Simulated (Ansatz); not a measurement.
Reaction (SMILES): [NH+]#[C-] (C-NH) → C atom + H atom + N atom
B3LYP-D3(BJ)/def2-TZVP geometries, fixed; electronic energies without zero-point terms.
Largest species:
```
N
C 1 1.1640
H 1 0.9974 2 180.00
```
Charge 0, spin multiplicity 1.

Basis-set convergence of the atomisation energy at HF with Ansatz (a first-principles code). Cartesian d functions, on some or all atoms, in 6-31G**; all else is spherical. Open shells are unrestricted. No added dispersion term, no relativity. Functions are those of the species that has most. Reference: the value in pcseg-4, 190.17 kcal/mol, itself unsure by roughly 0.34 kcal/mol (its mean distance from aug-pcseg-3, aug-cc-pVQZ, cc-pV5Z). Deviations are taken from unrounded values.

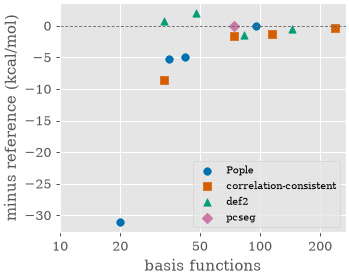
Figure: Deviation from the reference against the number of basis functions, by family of sets.

| basis | functions | atomisation energy (kcal/mol) | minus reference (kcal/mol) |
|---|---|---|---|
| 6-31G | 20 | 159.12 | -31.05 |
| cc-pVDZ | 33 | 181.53 | -8.65 |
| def2-SVP | 33 | 190.98 | 0.81 |
| 6-31G** | 35 | 184.91 | -5.26 |
| 6-311G** | 42 | 185.16 | -5.01 |
| def2-SVPD | 48 | 192.16 | 1.98 |
| cc-pVTZ | 74 | 188.61 | -1.56 |
| pcseg-2 | 74 | 190.15 | -0.02 |
| def2-TZVPD | 83 | 188.75 | -1.43 |
| 6-311++G(3df,3pd) | 96 | 190.09 | -0.08 |
| aug-cc-pVTZ | 115 | 188.93 | -1.24 |
| def2-QZVPP | 144 | 189.68 | -0.50 |
| cc-pV5Z | 237 | 189.81 | -0.36 |
